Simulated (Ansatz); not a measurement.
**Run report: C₃H₇NO₂, geometry relaxation (part 2 of 2)**

C₃H₇NO₂, SMILES CC(O)NC=O; RKS PBE0-D4/def2-SVP (Ansatz 0.2.0). It belongs to a series of runs on one base structure; here: end point B relaxed.

## Trajectory as extended XYZ, continued
```
13
Properties=species:S:1:pos:R:3:forces:R:3 step=7 energy=-8793.25550
C    -0.3791   -0.8595    1.0805   -0.0017   0.0436   0.0052
C     0.4740   -0.3536   -0.0703    0.0575  -0.0045   0.0232
O    -0.2021    0.5659   -0.8817   -0.1354  -0.0261  -0.0827
N     1.6415    0.3631    0.3903    0.0161  -0.0844   0.0058
C     2.7628   -0.2730    0.7961    0.0070  -0.0396   0.0403
O     2.8876   -1.4777    0.8595   -0.0181   0.1263  -0.0214
H     0.2173   -1.5290    1.7169   -0.0080   0.0047  -0.0097
H    -1.2422   -1.4313    0.7029   -0.0106   0.0036   0.0062
H    -0.7456   -0.0118    1.6818    0.0144  -0.0421  -0.0220
H     0.8455   -1.2236   -0.6488   -0.0290   0.0226   0.0090
H    -1.0506    0.1846   -1.1370    0.1245   0.0329   0.0589
H     1.6002    1.3748    0.3564   -0.0082  -0.0112   0.0070
H     3.5760    0.4395    1.0806   -0.0085  -0.0257  -0.0197
13
Properties=species:S:1:pos:R:3:forces:R:3 step=8 energy=-8793.25605
C    -0.3800   -0.8589    1.0797    0.0008   0.0366   0.0113
C     0.4746   -0.3536   -0.0701    0.0353  -0.0144   0.0094
O    -0.2019    0.5650   -0.8829   -0.0950  -0.0215  -0.0580
N     1.6421    0.3623    0.3905    0.0019  -0.0541   0.0022
C     2.7642   -0.2719    0.7967    0.0008  -0.0271   0.0245
O     2.8903   -1.4759    0.8596   -0.0099   0.0786  -0.0136
H     0.2140   -1.5320    1.7142   -0.0031   0.0015  -0.0050
H    -1.2459   -1.4267    0.7023   -0.0067   0.0037   0.0000
H    -0.7428   -0.0120    1.6833    0.0094  -0.0290  -0.0152
H     0.8439   -1.2240   -0.6487   -0.0132   0.0157   0.0078
H    -1.0495    0.1813   -1.1350    0.0898   0.0301   0.0423
H     1.5992    1.3739    0.3579   -0.0054  -0.0058   0.0075
H     3.5769    0.4410    1.0798   -0.0047  -0.0143  -0.0133
13
Properties=species:S:1:pos:R:3:forces:R:3 step=9 energy=-8793.25650
C    -0.3884   -0.8542    1.0749   -0.0060  -0.0032  -0.0086
C     0.4813   -0.3647   -0.0695   -0.0545   0.1243  -0.0663
O    -0.1850    0.5479   -0.9055    0.0316  -0.0839   0.0648
N     1.6426    0.3570    0.3940    0.0180  -0.0562   0.0089
C     2.7740   -0.2674    0.7894   -0.0107   0.0102   0.0059
O     2.9132   -1.4694    0.8426    0.0073  -0.0017  -0.0113
H     0.1922   -1.5334    1.7150    0.0016   0.0000  -0.0010
H    -1.2581   -1.4126    0.6921   -0.0074  -0.0034   0.0038
H    -0.7460   -0.0052    1.6765   -0.0027   0.0146  -0.0007
H     0.8523   -1.2432   -0.6328    0.0185   0.0217   0.0004
H    -1.0567    0.1935   -1.1062    0.0059  -0.0152   0.0090
H     1.5821    1.3683    0.3879   -0.0007  -0.0081  -0.0101
H     3.5818    0.4517    1.0689   -0.0008   0.0009   0.0054
13
Properties=species:S:1:pos:R:3:forces:R:3 step=10 energy=-8793.25670
C    -0.3885   -0.8509    1.0744    0.0034  -0.0136  -0.0002
C     0.4814   -0.3657   -0.0716   -0.0337   0.0961  -0.0716
O    -0.1862    0.5436   -0.9089    0.0545  -0.0629   0.0580
N     1.6444    0.3547    0.3892   -0.0063  -0.0105   0.0178
C     2.7757   -0.2678    0.7875   -0.0276  -0.0024   0.0068
O     2.9220   -1.4692    0.8280    0.0053  -0.0275  -0.0012
H     0.1910   -1.5303    1.7155    0.0001  -0.0004   0.0022
H    -1.2598   -1.4086    0.6941   -0.0038  -0.0006   0.0016
H    -0.7436   -0.0001    1.6747   -0.0047   0.0176   0.0012
H     0.8530   -1.2457   -0.6318    0.0082   0.0127  -0.0072
H    -1.0598    0.1904   -1.1012   -0.0143  -0.0184   0.0001
H     1.5807    1.3660    0.3908   -0.0016  -0.0122   0.0026
H     3.5750    0.4518    1.0865    0.0205   0.0218  -0.0102
13
Properties=species:S:1:pos:R:3:forces:R:3 step=11 energy=-8793.25608 accepted=F
C    -0.3925   -0.8494    1.0745    0.0064   0.0002   0.0146
C     0.4811   -0.3629   -0.0688    0.0177  -0.0078  -0.0020
O    -0.1855    0.5419   -0.9061   -0.0391  -0.0131  -0.0175
N     1.6425    0.3556    0.3988   -0.0234   0.0002   0.0526
C     2.7745   -0.2697    0.7913    0.0688  -0.0406  -0.1919
O     2.9256   -1.4720    0.8124   -0.0383   0.0553   0.0729
H     0.1869   -1.5229    1.7223   -0.0064   0.0020  -0.0024
H    -1.2594   -1.4129    0.6924   -0.0019   0.0035   0.0018
H    -0.7543    0.0042    1.6686    0.0033  -0.0125  -0.0118
H     0.8603   -1.2409   -0.6278   -0.0158   0.0032   0.0026
H    -1.0559    0.1813   -1.1053    0.0467   0.0166   0.0097
H     1.5804    1.3669    0.4008    0.0023  -0.0087   0.0161
H     3.5814    0.4491    1.0742   -0.0203   0.0017   0.0553
13
Properties=species:S:1:pos:R:3:forces:R:3 step=12 energy=-8793.25715
C    -0.3901   -0.8506    1.0741    0.0009  -0.0038   0.0091
C     0.4812   -0.3632   -0.0705   -0.0014   0.0019  -0.0087
O    -0.1866    0.5430   -0.9061   -0.0126  -0.0065  -0.0027
N     1.6430    0.3552    0.3951   -0.0005   0.0018  -0.0025
C     2.7763   -0.2688    0.7857   -0.0112  -0.0117   0.0251
O     2.9214   -1.4707    0.8259    0.0026   0.0115  -0.0118
H     0.1891   -1.5281    1.7175   -0.0013   0.0019   0.0000
H    -1.2604   -1.4096    0.6933   -0.0010   0.0009  -0.0007
H    -0.7472    0.0018    1.6720    0.0000  -0.0014  -0.0043
H     0.8563   -1.2410   -0.6319    0.0005  -0.0005   0.0033
H    -1.0572    0.1833   -1.1031    0.0150   0.0056   0.0017
H     1.5809    1.3663    0.3956    0.0049  -0.0016   0.0031
H     3.5785    0.4508    1.0797    0.0041   0.0020  -0.0117
13
Properties=species:S:1:pos:R:3:forces:R:3 step=13 energy=-8793.25720
C    -0.3955   -0.8504    1.0747    0.0117   0.0111   0.0024
C     0.4811   -0.3642   -0.0664    0.0025   0.0089  -0.0052
O    -0.1828    0.5411   -0.9062   -0.0024  -0.0069   0.0016
N     1.6417    0.3544    0.4028   -0.0022   0.0044  -0.0070
C     2.7803   -0.2678    0.7813   -0.0172   0.0042   0.0279
O     2.9301   -1.4691    0.8146    0.0037  -0.0064  -0.0109
H     0.1804   -1.5283    1.7201    0.0033  -0.0017   0.0102
H    -1.2649   -1.4090    0.6913   -0.0039   0.0019  -0.0057
H    -0.7534    0.0031    1.6702   -0.0061  -0.0008   0.0051
H     0.8583   -1.2431   -0.6239    0.0067  -0.0056  -0.0096
H    -1.0530    0.1823   -1.1055    0.0049   0.0013  -0.0007
H     1.5811    1.3658    0.4005   -0.0027  -0.0102   0.0056
H     3.5818    0.4534    1.0738    0.0018  -0.0002  -0.0139
13
Properties=species:S:1:pos:R:3:forces:R:3 step=14 energy=-8793.25732
C    -0.3978   -0.8487    1.0747    0.0039   0.0036  -0.0030
C     0.4818   -0.3652   -0.0654    0.0081  -0.0007   0.0079
O    -0.1800    0.5380   -0.9087   -0.0030   0.0004   0.0001
N     1.6410    0.3535    0.4065   -0.0004   0.0071  -0.0031
C     2.7818   -0.2680    0.7795   -0.0003   0.0026  -0.0100
O     2.9353   -1.4690    0.8044   -0.0013  -0.0022   0.0028
H     0.1759   -1.5248    1.7242    0.0010  -0.0003   0.0043
H    -1.2661   -1.4081    0.6897   -0.0019   0.0002  -0.0014
H    -0.7582    0.0059    1.6672   -0.0029   0.0003   0.0025
H     0.8616   -1.2448   -0.6204    0.0014  -0.0044  -0.0029
H    -1.0515    0.1808   -1.1045   -0.0007   0.0011  -0.0045
H     1.5778    1.3647    0.4102   -0.0013  -0.0062   0.0060
H     3.5835    0.4539    1.0698   -0.0026  -0.0014   0.0013
```

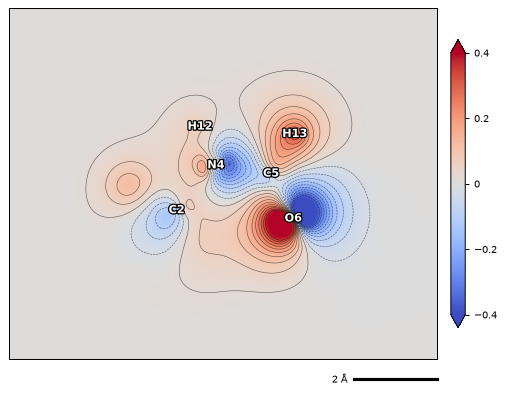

Figure 1. The HOMO−1 on the plane of atoms C5, N4 and H12 (values in Å⁻³ᐟ²; the overall sign is arbitrary). By Hirshfeld shares it lies mainly on O6 (40 %), N4 (30 %) and C5 (10 %). Its energy is −7.43 eV.

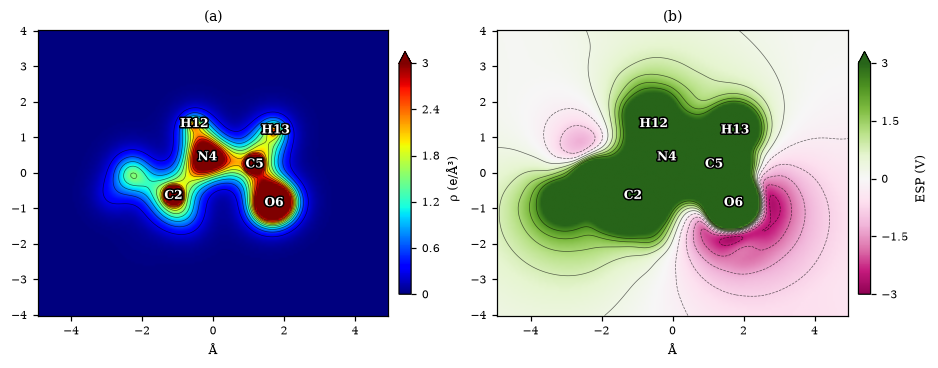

Figure 2. (a) total electron density; (b) electrostatic potential on the plane of atoms N4, C5 and O6. C–O (1.21 Å): ρ is about 3.3 e/Å³ halfway. C–N (1.35 Å): ρ is about 2.4 e/Å³ halfway. C–N (1.44 Å): ρ at the midpoint is about 2 e/Å³. N–H (1.01 Å): ρ at the midpoint is about 2.8 e/Å³, with its minimum of 2.2 e/Å³ about 0.8 Å from N.

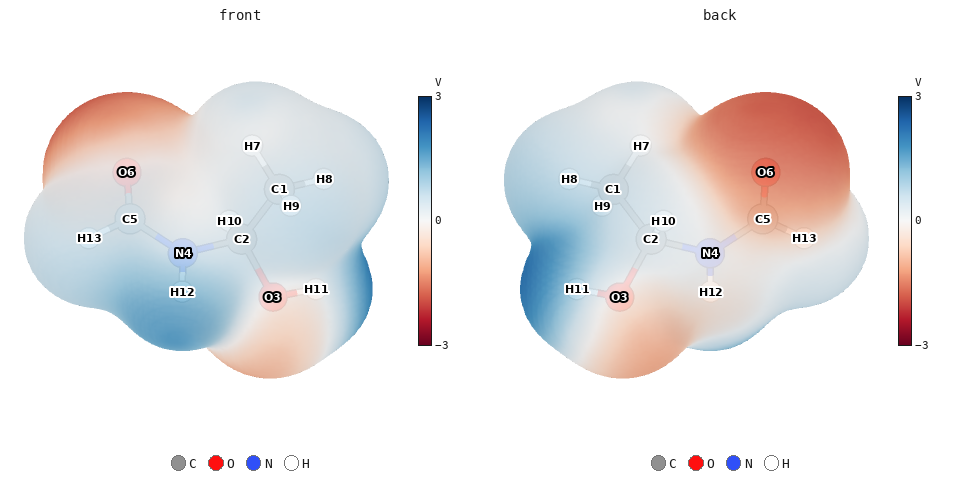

Figure 3. The electrostatic potential painted on the density surface at 0.001 e/bohr³, seen face on and from behind; the colour scale runs from red (negative) to blue (positive). A positive charge is drawn to the negative regions and a negative charge to the positive ones.

This output came from the following input.

## Input
```yaml
crystal:
  periodic: [false, false, false]
  atoms:
    - { symbol: C, position_ang: [-0.3634, -0.899, 1.0714] }
    - { symbol: C, position_ang: [0.4965, -0.3527, -0.0482] }
    - { symbol: O, position_ang: [-0.25939, 0.61388, -0.74415] }
    - { symbol: "N", position_ang: [1.66552, 0.34041, 0.29741] }
    - { symbol: C, position_ang: [2.77877, -0.24135, 0.81564] }
    - { symbol: O, position_ang: [2.93713, -1.46988, 0.95014] }
    - { symbol: H, position_ang: [0.1322, -1.5981, 1.6759] }
    - { symbol: H, position_ang: [-1.2602, -1.3281, 0.6363] }
    - { symbol: H, position_ang: [-0.7423, -0.0239, 1.7529] }
    - { symbol: H, position_ang: [0.79247, -1.1903, -0.7161] }
    - { symbol: H, position_ang: [-1.03055, 0.09174, -1.12262] }
    - { symbol: H, position_ang: [1.63097, 1.34293, 0.2379] }
    - { symbol: H, position_ang: [3.60745, 0.48274, 1.12075] }
basis:
  gaussian: { orbitals: def2-SVP }
hamiltonian:
  xc: pbe0
  dispersion: d4
relax:
  f_tol: 0.015
  max_steps: 40
output:
  orbitals: {}
```

Launch command:
```bash
ansatz run input.yaml --threads 2 --pin off --max-ram 3072MiB --backend cpu --events-out ev --progress --plain --runs-dir out
```

## Results in brief

| quantity | value |
| --- | --- |
| outcome | converged |
| total energy | −8793.2573 eV |
| mean-field energy | −8793.0549 eV |
| largest force (length of the vector) at the end | 0.011 eV/Å |
| hardware | 2 threads of Arm Neoverse V2, 24 GiB of memory available, shared host |
| wall time | 42 s (CPU time 81 s) |
| peak memory | 0.28 GiB |
